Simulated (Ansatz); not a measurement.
The starting structures come from a database of crystals and need not be the phases stable at ambient conditions.

 Where the default PAW files enter, the runs use the earlier of Ansatz's two default sets.

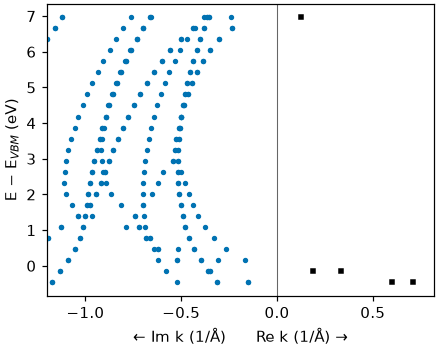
Fig. 1. Complex bands at the centre of the two-dimensional zone; r2SCAN in Ansatz (a program for electronic structure)

No gap correction and no spin-orbit coupling; mid-gap values are interpolated between computed energies.

Question: This is NaBH4 (P4_2/nmc, not sure to be the ambient phase, 12 atoms a cell, 8.6 Å³ an atom) along the normal of (111). Read off the slowest decay at the centre of the two-dimensional zone at 3.25 eV, the computed energy nearest the middle of the gap.

Answer: κ ≈ 0.52 1/Å, a decay length 1/(2κ) of the density of 0.97 Å.
